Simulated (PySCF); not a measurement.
## Electronic structure of C5H13NSi3 in real space

The calculation's input:

```
{"job": {"kind": "nmr", "xc": "PBE0", "basis": "pcSseg-1"}, "charge": 0, "multiplicity": 1}
C     -2.691440    -0.281059    -1.341594
C     -2.288547    -0.361964     0.125551
Si    -0.444988    -0.774612     0.344594
C      0.213543    -0.558501     2.131985
Si     1.334851     0.907738     1.634102
C      0.732653     0.667610    -0.187103
Si     2.033584     0.287150    -1.496042
C      2.921427    -1.253490    -0.920601
N      3.458848    -2.196872    -0.554004
H     -3.752133    -0.057586    -1.445433
H     -2.492251    -1.224636    -1.844004
H     -2.127851     0.497221    -1.851498
H     -2.519872     0.585566     0.614290
H     -2.895407    -1.120660     0.620641
H     -0.140873    -2.069003    -0.281423
H      0.768194    -1.420984     2.487620
H     -0.535074    -0.334776     2.886305
H      0.937442     2.202188     2.197869
H      2.767252     0.698945     1.841268
H      0.175133     1.539984    -0.533555
H      3.068220     1.322406    -1.619045
H      1.466880    -0.042144    -2.810771
```

Command:

```sh
OMP_NUM_THREADS=1 python probes_run.py task.json out
```

Geometry: GFN2-xTB.

Level of theory: PBE0/pcSseg-1, SCF density, gas phase, non-relativistic (PySCF).

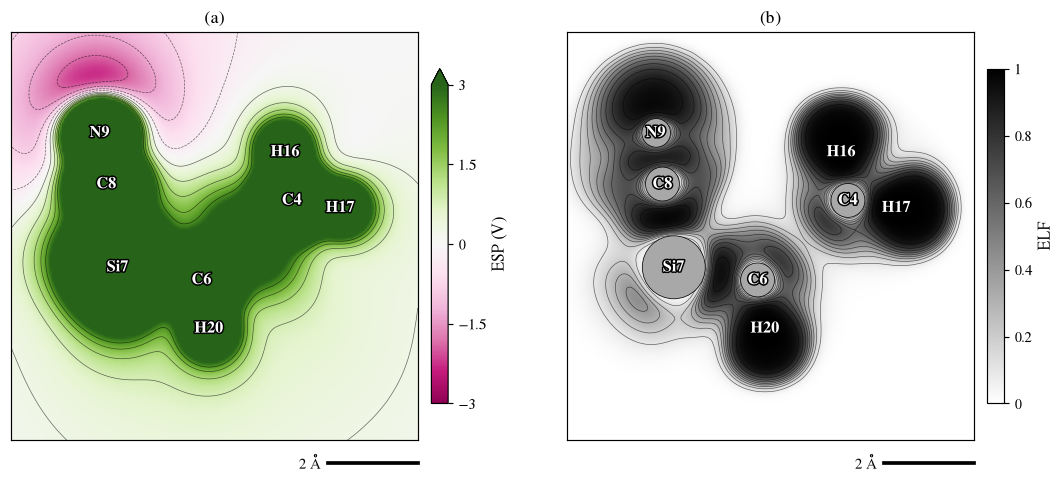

Figure 1. (a) molecular electrostatic potential; (b) electron localisation function on the plane of atoms Si7, C6 and H20. Grey discs cover the atomic cores in the ELF map.

> Read the bonding off the picture.

The section cuts through C, Si, N and H sites.
C–N (1.15 Å): the ELF peaks at about 0.85 between the atoms: a short, multiple covalent bond.
C–Si (1.87 Å): the ELF peaks at about 1 between the atoms (localised, covalent bonding).
C–H (1.09 Å): the ELF climbs to about 1 towards the hydrogen, as it does in any bond to H; a covalent bond by its length.
C–Si (1.88 Å): the ELF peaks at about 0.95 between the atoms; a covalent bond.
The ELF also peaks beside N9, away from the bonds: lone-pair regions.
Outside the dense part of the molecule the potential is most negative (−2.3 V) near N9.

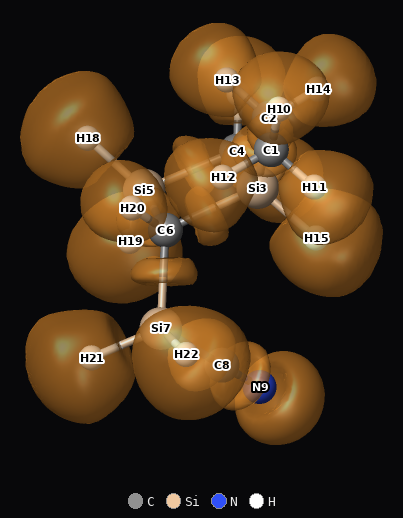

Figure 2. Isosurface of the electron localisation function at 0.8 (orange), seen at an oblique angle. Core shells and regions of very low density are left out.

> Where are the electrons localised?

At this value the surface marks out one region between bonded C–C atoms (shared pairs), one region between bonded C–N atoms (shared pairs), seven regions between bonded C–Si atoms (shared pairs), 13 regions around hydrogen nuclei and one lobe on N, pointing away from the bonds (lone pairs). Profiles from the grid: C–C (1.52 Å): the ELF peaks at about 0.95 between the atoms (a covalent bond).

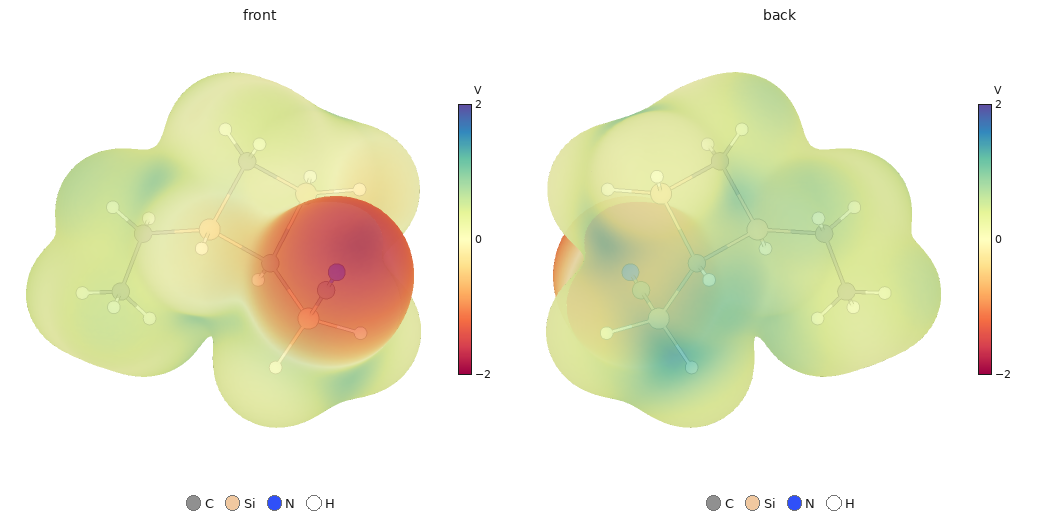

Figure 3. The molecular electrostatic potential painted on the density surface at 0.001 e/bohr³, seen from the front and from behind; the colour scale runs from red (negative) to blue (positive).

> Describe the electrostatic potential map.

The most negative region (about −1.7 V) lies over N9, the most positive (about +1.1 V) over Si7. N9 is the likeliest acceptor of a hydrogen bond.
